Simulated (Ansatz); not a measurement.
# UHSE06/cc-pVTZ run of BF2 (SMILES F[B]F)

What is the energy change on altering one bond length of BF2 at UHSE06/cc-pVTZ? 

Program for the calculation: Ansatz 0.2.0.

39 further runs of the same task are left out: 39 set aside as unsound or not needed.

**1. The molecule**

The species is BF2 (3 atoms), meant as a doublet with charge 0. As SMILES, `F[B]F`. The shape is that of a PBE0-D4/def2-TZVP optimisation.

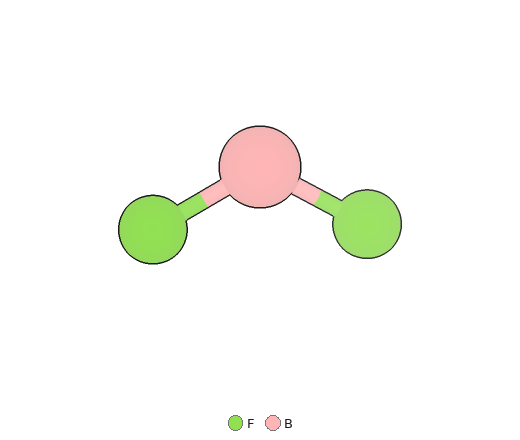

Viewed from a chosen angle; fluorine green, boron pink.

**2. The energy at UHSE06/cc-pVTZ**

File job.yaml:

```yaml
crystal:
  periodic: [false, false, false]
  atoms:
    - {symbol: F, position_ang: [0.513100, -1.044300, 0.160000]}
    - {symbol: B, position_ang: [0.279000, 0.240500, 0.181300]}
    - {symbol: F, position_ang: [-0.802900, 0.738900, -0.354600]}
basis:
  gaussian: {orbitals: cc-pVTZ}
hamiltonian: {xc: {name: HSE06}}
magnetization: {spin_polarized: true, initial_magnetization: 1}
accuracy: high
output: {orbitals: {seedname: orbitals}}
```

Started as:

```console
ansatz run job.yaml --threads 1 --pin off --max-ram 3480MiB --events-out events.jsonl --progress --plain --runs-dir runs
```

Log:

```text
Warning: RAYON_NUM_THREADS=1 ignored (pool sized by the plan → 1); use --threads N
Functional definition: HSE06
  name "HSE06"
  parameter a = 0.25
  parameter omega = 0.11/bohr
  exchange = pbe_x - a*pbe_x_sr(omega) + a*exact_x_sr(omega)
  correlation = pbe_c
1422 factors; integrals over basis functions are off by at most 2.9e-9 eV
60 factors; integrals over basis functions are off by at most 1.3e-9 eV
mean field evaluation 1: about -6105.1436 eV, gradient 2.5e1 eV
mean field evaluation 2: about -6103.0067 eV, gradient 3.8e1 eV
mean field evaluation 4: about -6106.7697 eV, gradient 4.0e-1 eV
mean field evaluation 8: about -6106.8743 eV, gradient 2.5e-2 eV
mean field evaluation 16: about -6106.8743 eV, gradient 3.1e-5 eV
mean field -6106.87434523 eV, -224.4234927991 hartree, gradient 2.1e-8 eV, S^2 0.751732; 0 other end points of the search recorded, 0 dependent functions left out
reference -6106.87434813 eV, -224.4234929056 hartree; 12, 11 occupied and 78, 79 virtual orbitals, 1422 factors
Total energy: -6106.87434813 eV, -224.4234929056 hartree
```

Wall time 5.4 s (1 thread of Arm Neoverse V2, shared host); peak memory 0.24 GiB.

**3. The distorted shape**

File job.yaml:

```yaml
crystal:
  periodic: [false, false, false]
  atoms:
    - {symbol: F, position_ang: [0.583336, -1.429774, 0.153609]}
    - {symbol: B, position_ang: [0.279000, 0.240500, 0.181300]}
    - {symbol: F, position_ang: [-0.802900, 0.738900, -0.354600]}
basis:
  gaussian: {orbitals: cc-pVTZ}
hamiltonian: {xc: {name: HSE06}}
output: {orbitals: {seedname: orbitals}}
accuracy: high
magnetization: {spin_polarized: true, initial_magnetization: 1}
```

Started as:

```console
ansatz run job.yaml --threads 1 --pin off --max-ram 3480MiB --events-out events.jsonl --progress --plain --runs-dir runs
```

Log, cut to the lines that bear on the results:

```text
Warning: RAYON_NUM_THREADS=1 ignored (pool sized by the plan → 1); use --threads N
[... 6 set-up lines as earlier in the session ...]
1395 factors; integrals over basis functions are off by at most 3.5e-9 eV
63 factors; integrals over basis functions are off by at most 2.0e-9 eV
mean field evaluation 1: about -6102.6039 eV, gradient 2.8e1 eV
mean field evaluation 2: about -6088.7772 eV, gradient 7.2e1 eV
mean field evaluation 4: about -6105.0876 eV, gradient 3.9e0 eV
mean field evaluation 8: about -6105.2090 eV, gradient 1.9e-1 eV
mean field evaluation 16: about -6105.2092 eV, gradient 2.2e-4 eV
mean field -6105.20918586 eV, -224.3622993211 hartree, gradient 3.5e-8 eV, S^2 0.753570; 0 other end points of the search recorded, 0 dependent functions left out
reference -6105.20918864 eV, -224.3622994231 hartree; 12, 11 occupied and 78, 79 virtual orbitals, 1395 factors
Total energy: -6105.20918864 eV, -224.3622994231 hartree
```

Wall time 5.7 s (1 thread of Arm Neoverse V2, shared host); peak memory 0.24 GiB.

**4. Outcome**

Level: UHSE06/cc-pVTZ.

| quantity | value |
| --- | --- |
| first shape: total energy | -224.42349 Eh |
| first shape: HOMO energy (highest over α and β) | -6.78 eV |
| first shape: LUMO energy (lowest over α and β) | -2.44 eV |
| first shape: ⟨S²⟩ | 0.752 |
| distorted shape: total energy | -224.36230 Eh |
| distorted shape: HOMO energy (highest over α and β) | -7.98 eV |
| distorted shape: LUMO energy (lowest over α and β) | -3.74 eV |
| distorted shape: ⟨S²⟩ | 0.754 |
| energy change with the F1–B2 bond stretched from 1.306 to 1.698 Å | 1.665 eV |

With the F1–B2 bond stretched from 1.306 to 1.698 Å the energy rises by 1.67 eV (161 kJ/mol). The first shape isn't relaxed at this level, so the change isn't measured from a minimum.
